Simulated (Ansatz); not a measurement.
**Run report: C2H5FSn, geometry relaxation (part 1 of 2)**

C2H5FSn, computed with RKS PBE0-D4/def2-TZVP (Ansatz 0.2.0).

The geometry: PBE-D4/def2-SVP start. Figures and captions count atoms from 1; the log counts them from 0 in places.

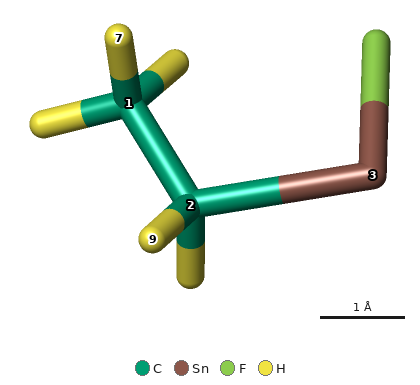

Fig. 1: The structure as given in the input (stick view, seen at a tilt; atoms are numbered from 1 in the order of the input). Sticks mark near contacts.

Input:
```yaml
crystal:
  periodic: [false, false, false]
  atoms:
    - {symbol: C, position_ang: [-0.370268, 0.829690, -0.181411]}
    - {symbol: C, position_ang: [0.035945, -0.289169, 0.779511]}
    - {symbol: Sn, position_ang: [1.357896, -1.841883, -0.132955]}
    - {symbol: F, position_ang: [0.811381, -1.354018, -1.985683]}
    - {symbol: H, position_ang: [-0.714881, 0.420839, -1.152261]}
    - {symbol: H, position_ang: [-1.178765, 1.470449, 0.232827]}
    - {symbol: H, position_ang: [0.485822, 1.497915, -0.410480]}
    - {symbol: H, position_ang: [-0.852729, -0.872246, 1.123887]}
    - {symbol: H, position_ang: [0.514000, 0.092224, 1.709465]}
basis:
  gaussian: {orbitals: def2-TZVP}
hamiltonian: {xc: pbe0, dispersion: d4}
relax: {f_tol: 0.005, max_steps: 150}
```

Hardware: 4 threads of Arm Neoverse V1, 23 GiB of memory available, shared host.

Command:
```bash
ansatz run in.yaml --threads 4 --pin off --events-out ev --progress --plain --max-ram 10444MiB
```

Log:
```
Functional definition: PBE0
  name "PBE0"
  cite "Adamo & Barone, J. Chem. Phys. 110, 6158 (1999) doi:10.1063/1.478522"
  cite "Perdew, Burke & Ernzerhof, Phys. Rev. Lett. 77, 3865 (1996) doi:10.1103/PhysRevLett.77.3865"
  parent pbe
  parameter a = 0.25
  parameter kappa = 0.804
  parameter beta = 0.06672455060314922
  exchange = (1 - a)*pbe_x(kappa = kappa, mu = beta*pi^2/3) + a*exact_x
  correlation = pbe_c(beta = beta)
1197 factors; their error is unknown
mean field evaluation 1: about -10689.9161 eV, gradient 7.2e1 eV
mean field evaluation 2: about -10651.1375 eV, gradient 1.5e2 eV
mean field evaluation 4: about -10701.2163 eV, gradient 1.4e1 eV
mean field evaluation 8: about -10701.5860 eV, gradient 2.5e-1 eV
mean field evaluation 16: about -10701.6657 eV, gradient 6.6e-4 eV
mean field -10701.66568764 eV, -393.2789601712 hartree, gradient 1.9e-5 eV, S^2 0.000000; 0 other end points of the search recorded, 0 dependent functions left out
the calculation of the forces begins
reference -10701.66571978 eV, -393.2789613522 hartree; 24, 24 occupied and 149, 149 virtual orbitals, 1197 factors
relax step   1: F+E_penalty+E_count = -10701.81668741 eV  Δ(F+E_penalty+E_count) = +0.000e0 eV  max|allowed force component| = 6.244e-1 eV/Å  Δτ_max = 0.0000 Å  (31 SCF iters, accepted)
these checks for a lower state are left out or cut short: starts, cluster_reference, orbital_swaps, neighbouring_geometries, increment
1197 factors; their error is unknown
mean field -10701.71376826 eV, -393.2807271016 hartree, gradient 2.3e-5 eV, S^2 0.000000; 0 other end points of the search recorded, 0 dependent functions left out
[... from here on the field's lines of each further geometry are left out, up to the last ...]
relax step   2: F+E_penalty+E_count = -10701.86568535 eV  Δ(F+E_penalty+E_count) = -4.900e-2 eV  max|allowed force component| = 1.590e-1 eV/Å  Δτ_max = 0.0430 Å  (33 SCF iters, accepted)
relax step   3: F+E_penalty+E_count = -10701.86998787 eV  Δ(F+E_penalty+E_count) = -4.303e-3 eV  max|allowed force component| = 2.978e-2 eV/Å  Δτ_max = 0.0383 Å  (33 SCF iters, accepted)
relax step   4: F+E_penalty+E_count = -10701.87024071 eV  Δ(F+E_penalty+E_count) = -2.528e-4 eV  max|allowed force component| = 1.916e-2 eV/Å  Δτ_max = 0.0084 Å  (35 SCF iters, accepted)
relax step   5: F+E_penalty+E_count = -10701.87046098 eV  Δ(F+E_penalty+E_count) = -2.203e-4 eV  max|allowed force component| = 1.730e-2 eV/Å  Δτ_max = 0.0092 Å  (34 SCF iters, accepted)
relax step   6: F+E_penalty+E_count = -10701.87023493 eV  Δ(F+E_penalty+E_count) = +2.261e-4 eV  max|allowed force component| = 8.128e-2 eV/Å  Δτ_max = 0.0214 Å  (34 SCF iters, rejected (line search))
relax step   7: F+E_penalty+E_count = -10701.87062763 eV  Δ(F+E_penalty+E_count) = -1.666e-4 eV  max|allowed force component| = 4.768e-3 eV/Å  Δτ_max = 0.0105 Å  (34 SCF iters, accepted)
relax step   8: F+E_penalty+E_count = -10701.87078418 eV  Δ(F+E_penalty+E_count) = -1.566e-4 eV  max|allowed force component| = 1.622e-2 eV/Å  Δτ_max = 0.0206 Å  (34 SCF iters, accepted)
relax step   9: F+E_penalty+E_count = -10701.86292938 eV  Δ(F+E_penalty+E_count) = +7.855e-3 eV  max|allowed force component| = 4.064e-1 eV/Å  Δτ_max = 0.0406 Å  (33 SCF iters, rejected (line search))
relax step  10: F+E_penalty+E_count = -10701.87093764 eV  Δ(F+E_penalty+E_count) = -1.535e-4 eV  max|allowed force component| = 6.972e-3 eV/Å  Δτ_max = 0.0203 Å  (34 SCF iters, accepted)
relax step  11: F+E_penalty+E_count = -10701.87116569 eV  Δ(F+E_penalty+E_count) = -2.281e-4 eV  max|allowed force component| = 6.614e-2 eV/Å  Δτ_max = 0.0726 Å  (33 SCF iters, accepted)
relax step  12: F+E_penalty+E_count = -10701.87092324 eV  Δ(F+E_penalty+E_count) = +2.424e-4 eV  max|allowed force component| = 8.758e-2 eV/Å  Δτ_max = 0.0272 Å  (33 SCF iters, rejected (line search))
relax step  13: F+E_penalty+E_count = -10701.87138362 eV  Δ(F+E_penalty+E_count) = -2.179e-4 eV  max|allowed force component| = 1.272e-2 eV/Å  Δτ_max = 0.0136 Å  (34 SCF iters, accepted)
relax step  14: F+E_penalty+E_count = -10701.87145805 eV  Δ(F+E_penalty+E_count) = -7.443e-5 eV  max|allowed force component| = 3.676e-3 eV/Å  Δτ_max = 0.0192 Å  (33 SCF iters, accepted)
relax step  15: F+E_penalty+E_count = -10701.87152001 eV  Δ(F+E_penalty+E_count) = -6.196e-5 eV  max|allowed force component| = 2.099e-2 eV/Å  Δτ_max = 0.0429 Å  (33 SCF iters, accepted)
relax step  16: F+E_penalty+E_count = -10701.87154219 eV  Δ(F+E_penalty+E_count) = -2.219e-5 eV  max|allowed force component| = 6.640e-3 eV/Å  Δτ_max = 0.0035 Å  (35 SCF iters, accepted)
relax step  17: F+E_penalty+E_count = -10701.87155501 eV  Δ(F+E_penalty+E_count) = -1.282e-5 eV  max|allowed force component| = 1.734e-3 eV/Å  Δτ_max = 0.0082 Å  (35 SCF iters, accepted)
the calculation of the forces begins
reference -10701.72012295 eV, -393.2809606322 hartree; 24, 24 occupied and 149, 149 virtual orbitals, 1197 factors
relax step  18: F+E_penalty+E_count = -10701.87155995 eV  Δ(F+E_penalty+E_count) = -4.941e-6 eV  max|allowed force component| = 1.562e-3 eV/Å  Δτ_max = 0.0058 Å  (35 SCF iters, accepted)
1197 factors; their error is unknown
mean field evaluation 160: about -10701.7201 eV, gradient 5.2e-3 eV
```

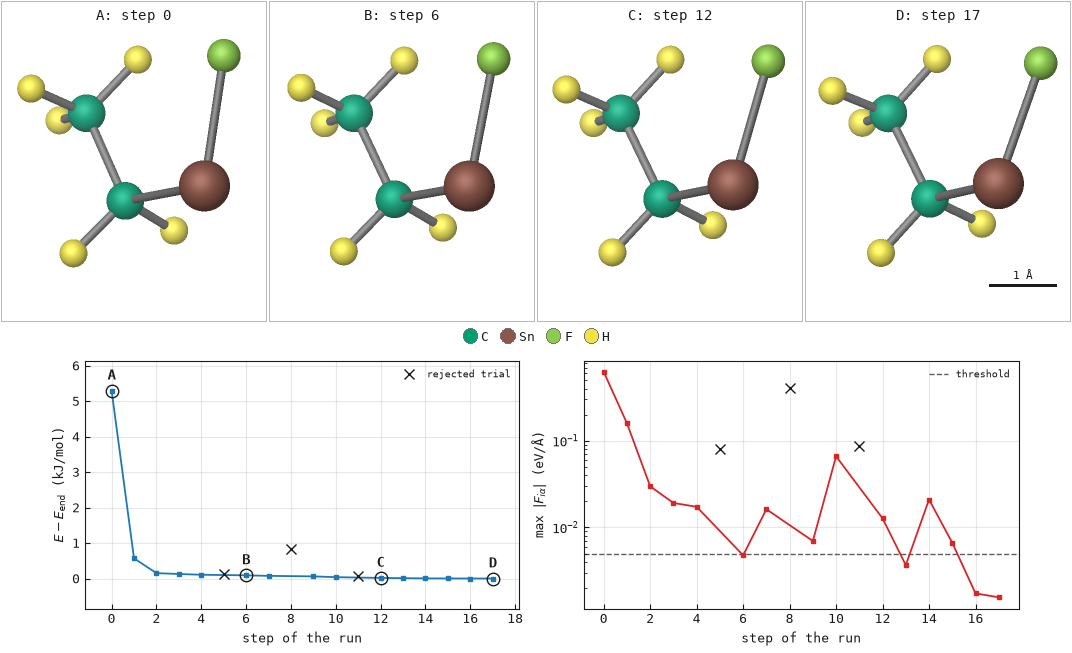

Fig. 2: Frames of the relaxation (ball-and-stick view, seen at a tilt) above the curves, on which the letters mark them (the first geometry is step 0 here and step 1 in the log).

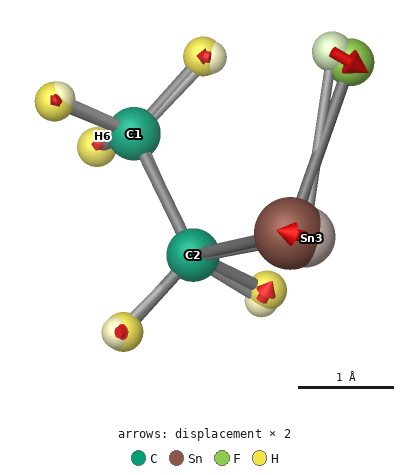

Fig. 3: Start (faint) and end (solid) with the displacements as red arrows, magnified 2 times (ball-and-stick view, seen at a tilt). The two geometries are laid on each other by the best rigid fit. The energy falls by 5.29 kJ/mol in 17 geometry steps. The largest force component goes from 0.62 to 0.0016 eV/Å. The line search rejected the trial steps at points 5, 8, 11 (counted from 0) and went back. The atom that moves furthest after the best rigid fit is F4 (0.23 Å). Largest moves by element: F 0.23 Å, Sn 0.16 Å, H 0.13 Å, C 0.04 Å. Distances before and after: C2–Sn3 2.234 → 2.189 Å, Sn3–F4 1.992 → 1.954 Å, C2–H8 1.117 → 1.100 Å, C2–H9 1.113 → 1.096 Å. (Atoms are counted from 1 in the order of the input.)

```
mean field -10701.72009119 eV, -393.2809594648 hartree, gradient 1.0e-5 eV, S^2 0.000000; 1 other end points of the search recorded, 0 dependent functions left out
the calculation of the forces begins
reference -10701.72012295 eV, -393.2809606322 hartree; 24, 24 occupied and 149, 149 virtual orbitals, 1197 factors
Total energy: -10701.87159172 eV, -393.2865270065 hartree
Atom 0 at    -0.357277     0.858126    -0.168997 Å, force     0.000250    -0.000539     0.000877 eV/Å
Atom 1 at     0.044110    -0.293321     0.744017 Å, force    -0.001044     0.000619    -0.001448 eV/Å
Atom 2 at     1.461852    -1.711638    -0.133032 Å, force     0.001541    -0.000903     0.001562 eV/Å
Atom 3 at     0.702442    -1.544114    -1.925870 Å, force    -0.000915     0.000397    -0.001381 eV/Å
Atom 4 at    -0.705610     0.492153    -1.136590 Å, force    -0.000227    -0.001370     0.000062 eV/Å
Atom 5 at    -1.155358     1.465741     0.269030 Å, force    -0.000544     0.001015     0.000538 eV/Å
Atom 6 at     0.483929     1.529320    -0.364229 Å, force     0.000640     0.000497    -0.000066 eV/Å
Atom 7 at    -0.832983    -0.905466     1.000128 Å, force     0.000158     0.000085    -0.000656 eV/Å
Atom 8 at     0.447295     0.063001     1.698443 Å, force     0.000140     0.000199     0.000511 eV/Å
Dipole moment:     0.152537     0.006205     0.541360 e Å
```

Trajectory as extended XYZ (Å, eV, eV/Å), 18 frames, from step=1 to step=18:
```
9
Properties=species:S:1:pos:R:3:forces:R:3 step=1 energy=-10701.81669
C    -0.3703    0.8297   -0.1814   -0.0593   0.2494  -0.1992
C     0.0359   -0.2892    0.7795    0.0166  -0.2580   0.2243
Sn    1.3579   -1.8419   -0.1330   -0.4699   0.5349  -0.4475
F     0.8114   -1.3540   -1.9857    0.2159  -0.2180   0.6244
H    -0.7149    0.4208   -1.1523    0.1414   0.2107   0.4993
H    -1.1788    1.4704    0.2328    0.3874  -0.3311  -0.1755
H     0.4858    1.4979   -0.4105   -0.3980  -0.3312   0.1242
H    -0.8527   -0.8722    1.1239    0.3925   0.3009  -0.1795
H     0.5140    0.0922    1.7095   -0.2265  -0.1577  -0.4705
9
Properties=species:S:1:pos:R:3:forces:R:3 step=2 energy=-10701.86569
C    -0.3717    0.8290   -0.1804   -0.0467   0.1300  -0.0775
C     0.0368   -0.2990    0.7579   -0.1443   0.0751   0.1590
Sn    1.3420   -1.8054   -0.1166    0.0662  -0.0814  -0.1479
F     0.8314   -1.3694   -1.9577    0.0336  -0.0429   0.0899
H    -0.7392    0.4392   -1.1369    0.0409   0.0679   0.1524
H    -1.1574    1.4643    0.2540    0.1280  -0.1012  -0.0561
H     0.4790    1.4824   -0.4148   -0.1213  -0.0938   0.0320
H    -0.8487   -0.8636    1.1026    0.1271   0.0784  -0.0456
H     0.5161    0.0763    1.6750   -0.0835  -0.0321  -0.1063
9
Properties=species:S:1:pos:R:3:forces:R:3 step=3 energy=-10701.86999
C    -0.3770    0.8389   -0.1764    0.0298  -0.0152  -0.0253
C     0.0372   -0.2972    0.7485   -0.0260   0.0272   0.0272
Sn    1.3544   -1.8173   -0.1157   -0.0039   0.0213  -0.0042
F     0.8509   -1.4023   -1.9573    0.0017  -0.0091  -0.0058
H    -0.7597    0.4601   -1.1257   -0.0118  -0.0002   0.0000
H    -1.1492    1.4717    0.2720    0.0013  -0.0060   0.0139
H     0.4700    1.4864   -0.4173    0.0047   0.0003  -0.0004
H    -0.8434   -0.8630    1.0877   -0.0045  -0.0147  -0.0093
H     0.5052    0.0764    1.6671    0.0087  -0.0038   0.0038
9
Properties=species:S:1:pos:R:3:forces:R:3 step=4 energy=-10701.87024
C    -0.3762    0.8382   -0.1765    0.0038  -0.0043   0.0068
C     0.0344   -0.2961    0.7518   -0.0086  -0.0006  -0.0150
Sn    1.3563   -1.8096   -0.1180    0.0192  -0.0060   0.0158
F     0.8552   -1.4051   -1.9625   -0.0122   0.0075   0.0039
H    -0.7664    0.4585   -1.1222   -0.0062  -0.0027  -0.0029
H    -1.1429    1.4753    0.2748   -0.0045   0.0101   0.0035
H     0.4730    1.4807   -0.4227    0.0064   0.0025  -0.0029
H    -0.8459   -0.8648    1.0868   -0.0049  -0.0034  -0.0077
H     0.5010    0.0767    1.6713    0.0072  -0.0031  -0.0016
```
